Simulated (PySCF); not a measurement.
Vertical excitations of a molecule C₄H₂Cl₃F from TDDFT-B3LYP/def2-SVPD (PySCF), as energy in eV (oscillator strength): 4.63 (0.000), 5.76 (0.001), 5.86 (0.080), 5.95 (0.000), 6.16 (0.008), 6.23 (0.123), 6.31 (0.002), 6.39 (0.030), 6.51 (0.194), 6.66 (0.002). Lowest triplet (TDA): 4.10 eV. Geometry optimised at B3LYP-D3(BJ)/def2-SVP. One conformer was computed; it need not be the lowest.

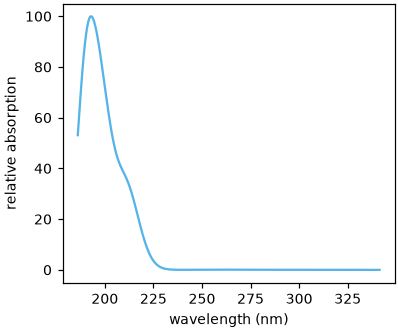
Figure: The lines broadened by 0.4 eV.

Task: Which molecule gave these data?
A) FC=C=CC(Cl)(Cl)Cl
B) C=C=C(Cl)C(F)(Cl)Cl
C) FC(=C=CCl)C(Cl)Cl
D) FC(=C=C(Cl)Cl)CCl

Result: B, C=C=C(Cl)C(F)(Cl)Cl
